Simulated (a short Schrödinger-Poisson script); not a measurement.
System: gated Al0.2Ga0.8N/GaN polarisation-induced gas, at 300 K.

| layer | material | thickness (nm) | Na (cm⁻³) |
|---|---|---|---|
| 1 | Al0.2Ga0.8N | 10 | - |
| 2 | GaN | 6000 | 6e15 |

The device is made up for the run: typed textbook-type constants, with dimensions and the other settings drawn at random. Al0.2Ga0.8N: permittivity 9.38, conduction-band edge (eV) 0.262, gap (eV) 3.804, electron mass (mₑ) 0.224, Nv at 300 K (cm⁻³) 4.6e19. GaN: permittivity 9.5, conduction-band edge (eV) 0, gap (eV) 3.43, Nv at 300 K (cm⁻³) 4.6e19.

Channel valleys (confinement mass, in-plane density-of-states mass, number): Γ 0.2, 0.2, 1. At the gate the conduction-band edge of layer 1 lies 1.1 eV − eVg above the Fermi level of the channel; the field vanishes at the back. Sheet of polarisation charge: +9.4e12 e/cm² at 10 nm from the gate. The barrier under the gate holds no holes. Gaps are held at their typed values at every temperature. Mesh 0.08 nm at interfaces.

Solved with a short Schrödinger-Poisson script written for these runs: 1D Poisson equation in equilibrium, electrons quantum, Hartree (BenDaniel-Duke, 40 states a valley, the channel's in-plane mass for all, wave functions free to enter the barrier), parabolic valleys, classical holes, full ionisation, no traps, pinning or gate leakage.

Only gate voltages with over 1e8 electrons/cm² are shown.

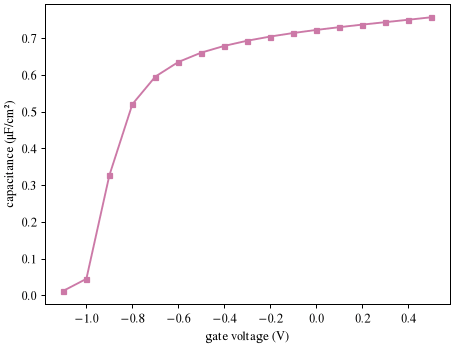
Figure. Quasi-static capacitance against gate voltage

```tsv
Vg (V)	electrons (cm⁻²)	in the channel layer	C (μF/cm²)	Γ E0 (meV)	Γ E1 (meV)
0.5	6.00e12	5.42e12	0.757	-61.5	32.8
0.4	5.53e12	5.05e12	0.751	-56.0	35.3
0.3	5.06e12	4.66e12	0.744	-50.4	37.9
0.2	4.60e12	4.28e12	0.737	-44.6	40.5
0.1	4.14e12	3.88e12	0.730	-38.7	43.2
0	3.69e12	3.48e12	0.723	-32.5	46.0
-0.1	3.24e12	3.08e12	0.715	-26.1	49.1
-0.2	2.80e12	2.68e12	0.705	-19.3	52.4
-0.3	2.36e12	2.27e12	0.694	-12.0	56.0
-0.4	1.93e12	1.87e12	0.679	-4.0	60.3
-0.5	1.52e12	1.48e12	0.661	5.0	65.4
-0.6	1.11e12	1.09e12	0.636	15.7	71.9
-0.7	7.27e11	7.14e11	0.596	29.3	81.1
-0.8	3.76e11	3.71e11	0.521	48.8	96.0
-0.9	1.04e11	1.03e11	0.327	84.1	127.3
-1	5.87e9	5.82e9	0.0450	159.2	200.5
-1.1	1.40e8	1.39e8	0.0124	256.0	296.7
```

Subbands count from the Fermi level.
